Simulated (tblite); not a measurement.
**Run report: C7H10OSi2, frequency calculation**

System: C7H10OSi2.
Method: GFN2-xTB harmonic vibrations, gas phase (tblite 0.8.0).

It belongs to a series of runs on one base structure; here: SiH2 inserted into a C-C bond.

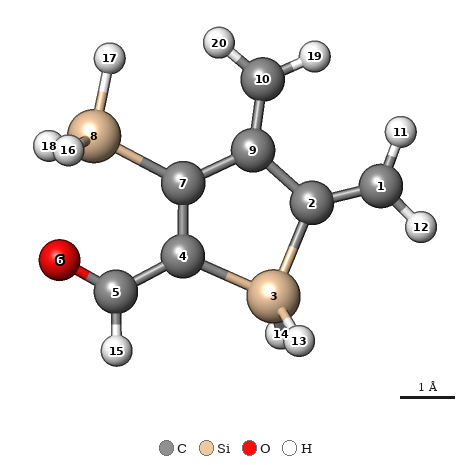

*The structure as given in the input (ball-and-stick view, seen on its broad side; atoms are numbered from 1 in the order of the input).*

### The input
```
{"job": {"kind": "ir", "xc": "GFN2-xTB", "basis": "xTB"}, "charge": 0, "multiplicity": 1}
C      2.880293     0.872340     0.349714
C      1.719082     0.277646     0.094064
Si     1.486656    -1.518138    -0.448488
C     -0.367455    -1.256636    -0.346536
C     -1.414192    -2.196763    -0.589716
O     -2.598660    -1.914451    -0.502831
C     -0.721637     0.015611     0.006531
Si    -2.581287     0.404899     0.139664
C      0.392681     0.925708     0.227525
C      0.232347     2.228474     0.491877
H      2.968123     1.894148     0.685836
H      3.810509     0.342234     0.231202
H      2.008663    -2.497596     0.507754
H      1.975869    -1.791385    -1.802288
H     -1.110804    -3.218944    -0.868909
H     -3.156138    -0.317124     1.269674
H     -2.681936     1.828089     0.544205
H     -3.178875     0.372363    -1.191695
H      1.073179     2.886574     0.628890
H     -0.741563     2.673630     0.570489
```

The first line tells a small driver script what to run in tblite; the rest is the geometry in Å.

Machine: 1 CPU thread, shared host.

Launched with:
```bash
OMP_NUM_THREADS=1 python <driver script> task.json out
```

### What the program printed
```
mode    cm-1     km/mol
  1     -42.8      0.46
  2      57.4      0.14
  3     141.4      0.72
  4     168.4     39.41
  5     204.3      3.85
  6     237.7      1.16
  7     275.1      0.24
  8     325.8      0.75
  9     337.5      0.33
 10     346.7      0.68
 11     377.0      2.20
 12     405.7      3.03
 13     408.4      2.89
 14     474.9     12.65
 15     482.6      7.82
 16     516.9     47.87
 17     543.8     61.82
 18     557.3     36.51
 19     581.3    121.64
 20     620.3      5.83
 21     639.3    187.39
 22     677.2      8.37
 23     710.5    204.82
 24     739.4      2.63
 25     741.5      0.32
 26     781.9    216.56
 27     870.9     19.14
 28     876.7    422.29
 29     882.1     36.17
 30     904.9     39.55
 31     905.9     20.45
 32     909.0     35.06
 33     937.6     92.77
 34    1023.2      3.14
 35    1139.9     15.31
 36    1226.8     51.20
 37    1271.8     27.04
 38    1364.8     46.87
 39    1386.2      2.27
 40    1430.7      4.28
 41    1489.8    245.61
 42    1620.5     54.28
 43    1653.5    238.39
 44    1664.1     34.69
 45    2092.7    344.77
 46    2243.6    420.15
 47    2256.7    199.95
 48    2271.3     71.07
 49    2300.5    401.41
 50    2819.9    123.01
 51    3074.9     31.12
 52    3108.3     29.11
 53    3117.0     13.35
 54    3159.4      7.96
```

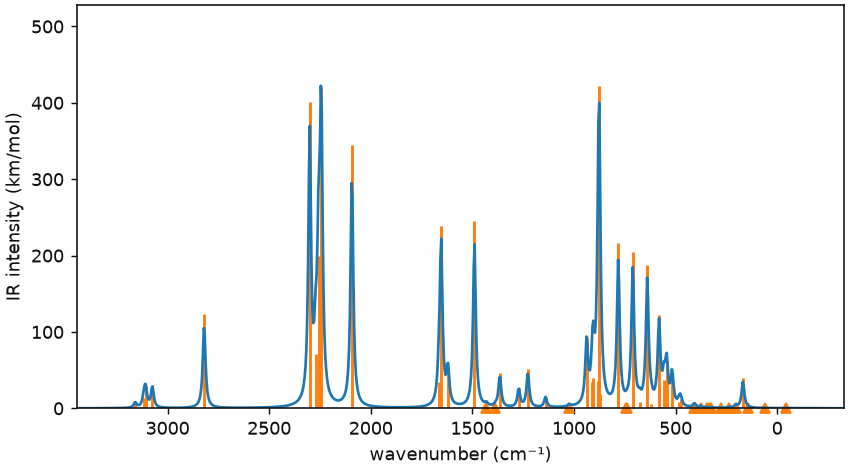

*Harmonic infrared spectrum, unscaled: sticks (degenerate modes added up, dark ones marked on the axis) with a Lorentzian envelope of 16 cm⁻¹ full width, scaled to the tallest stick; imaginary modes are drawn at negative wavenumbers.*

54 modes from 43i to 3159 cm⁻¹, 1 imaginary beyond 8i (43i cm⁻¹): not a clean minimum; so soft a mode can be a shallow saddle, an incomplete relaxation or noise of the force constants. The strongest line is at 877 cm⁻¹ (422 km/mol).

### Results in brief

- outcome: converged
- total energy: −748.6985 eV
- zero-point energy: 84.8530 kcal/mol
- wall time: 2 s
- peak memory: 0.18 GiB
